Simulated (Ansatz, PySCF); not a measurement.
CH4 (SMILES C) and GeH4 (SMILES [GeH4]) are pulled apart as rigid monomers along the line of their centres of mass, from the B3LYP-D3(BJ)/def2-TZVP minimum. Starting geometry (charge 0, multiplicity 1):
```xyz
10

C     -0.00182     0.15339     0.24148
H     -0.92166    -0.32998     0.56777
H      0.85328    -0.44233     0.55805
H     -0.00231     0.23943    -0.84429
H      0.06361     1.14630     0.68426
Ge     0.00179    -0.15328     4.05741
H      0.95678    -1.19112     3.45077
H      0.46005     1.25806     3.66341
H      0.01078    -0.28420     5.58829
H     -1.42053    -0.39621     3.53283
```

Interaction energies with rigid monomers; basis-set methods are counterpoise corrected unless marked otherwise.

The values were computed with Ansatz (Gaussian basis) for Hartree–Fock, density functionals and correlated methods; PySCF for the dispersion terms. Each number belongs to the level named beside it.

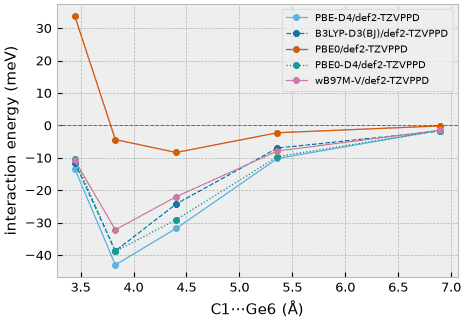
Fig. 1. Interaction energy against separation

Which level binds most strongly at C1···Ge6 = 3.83, and by how much?

PBE-D4/def2-TZVPPD, -43 meV.

Ansatz is a program for electronic structure.
